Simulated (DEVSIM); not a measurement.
Structure: abrupt GaP p-n junction, at 300 K.

| layer (left to right) | material | thickness (μm) | Nd (cm⁻³) | Na (cm⁻³) | τn (s) | τp (s) |
|---|---|---|---|---|---|---|
| 1 | GaP | 0.270 | - | 6.9e18 | 5.7e-7 | 5.7e-7 |
| 2 | GaP | 110 | 1.9e17 | - | 5.7e-7 | 1.7e-6 |

Left contact: ohmic. Right contact: ohmic. Voltage is applied to the left contact. Recombination: SRH at mid-gap. Mobility is μmin + (μ − μmin)/(1 + (N/Nref)^α).

Constants are typed, rounded textbook-type inputs, not results; the design itself was drawn at random and stands for no fabricated device. Values at 300 K.

```tsv
parameter	GaP
gap (eV)	2.26
affinity (eV)	3.8
permittivity	11.1
Nc (cm⁻³)	1.8e19
Nv (cm⁻³)	1.9e19
μn (cm²/Vs)	250
μp (cm²/Vs)	150
μn,min	10
μp,min	10
Nref,n	4.4e18
Nref,p	1e18
αn	0.8
αp	0.85
```

Model (solved in DEVSIM): 1D drift-diffusion, Boltzmann statistics, complete ionisation; no tunnelling, impact ionisation, image-force lowering or self-heating.

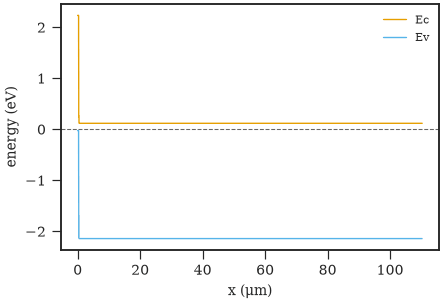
Figure: Band edges at zero bias

Energies count from the Fermi level of the right contact; mesh points crowd at the junctions.

```csv
x (μm),Ec (eV),Ev (eV),n (cm⁻³),p (cm⁻³),field (V/cm)
0.000,2.234,-0.026,< 1e2,6.9e18,≈ 0
0.02993,2.234,-0.026,< 1e2,6.9e18,≈ 0
0.09026,2.234,-0.026,< 1e2,6.9e18,≈ 0
0.1855,2.234,-0.026,< 1e2,6.9e18,≈ 0
0.2547,2.234,-0.026,< 1e2,6.9e18,-59
0.2793,1.831,-0.429,< 1e2,1.2e12,-320000
0.3244,0.687,-1.573,5.2e7,< 1e2,-180000
0.4917,0.118,-2.142,1.9e17,< 1e2,≈ 0
0.8249,0.118,-2.142,1.9e17,< 1e2,≈ 0
1.610,0.118,-2.142,1.9e17,< 1e2,≈ 0
3.459,0.118,-2.142,1.9e17,< 1e2,≈ 0
10.74,0.118,-2.142,1.9e17,< 1e2,≈ 0
24.96,0.118,-2.142,1.9e17,< 1e2,≈ 0
57.47,0.118,-2.142,1.9e17,< 1e2,≈ 0
93.44,0.118,-2.142,1.9e17,< 1e2,≈ 0
103.1,0.118,-2.142,1.9e17,< 1e2,≈ 0
107.3,0.118,-2.142,1.9e17,< 1e2,≈ 0
109.0,0.118,-2.142,1.9e17,< 1e2,≈ 0
109.9,0.118,-2.142,1.9e17,< 1e2,≈ 0
110.1,0.118,-2.142,1.9e17,< 1e2,≈ 0
110.2,0.118,-2.142,1.9e17,< 1e2,≈ 0
110.3,0.118,-2.142,1.9e17,< 1e2,≈ 0
```
